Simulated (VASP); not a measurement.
Band structure of ZnSe (zinc blende). Level of theory: TPSS meta-GGA, VASP's PBE PAW potentials (set 64) (plane waves; VASP 6.6.1).

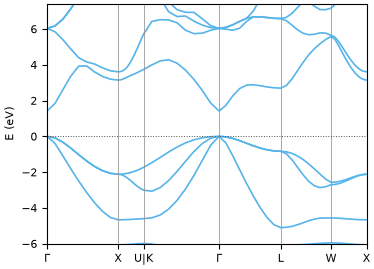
Fig. 1. Bands along high-symmetry lines, zero at the valence-band maximum or, without a gap, the Fermi level

**Question.** Read the plot: is there a gap, and where are the band edges?

**Answer.** The gap is direct, 1.42 eV, from the valence maximum at Γ to the conduction minimum at Γ.

Measured: gap 2.87 eV (computed value off by -1.45 eV), as given by Wei Chen et al., Physical Review Materials (2018), doi:10.1103/physrevmaterials.2.073803 [zero-point renormalisation of 0.05 eV added back (the table's ZPR column)].

The compound is ZnSe in the zinc blende structure. It was relaxed first.
